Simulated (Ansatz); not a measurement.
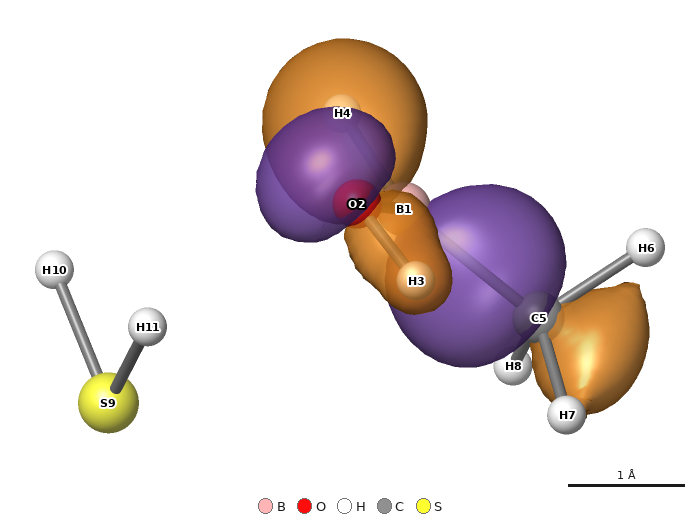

*CH$_{5}$BO···H$_{2}$S. The HOMO−1 at ±0.2 Å⁻³ᐟ² (orange and purple are the two phases), seen from one side.*

Not at a stationary point (largest force 0.6 eV/Å).

All numbers below come from RKS PBE-D4/6-31G* in Ansatz.

```xyz
11

B    -0.1894   -0.1927    0.2738
O    -0.3827   -0.5115    1.6180
H    -1.3425   -0.6107    1.7964
H     0.9711   -0.1117   -0.0496
C    -1.3738   -0.1067   -0.7616
H    -1.3979   -1.0412   -1.3593
H    -2.3747    0.0154   -0.3035
H    -1.2253    0.7150   -1.4843
S     0.1691    2.7412    1.1905
H     1.4881    2.5116    0.9454
H     0.0757    1.6195    1.9943
```

### What is the character of this orbital?

Its weight (Hirshfeld) is mainly on C5 (about 30 %), B1 (about 25 %), O2 (about 20 %) and H4 (about 15 %). Its energy is −7.05 eV.
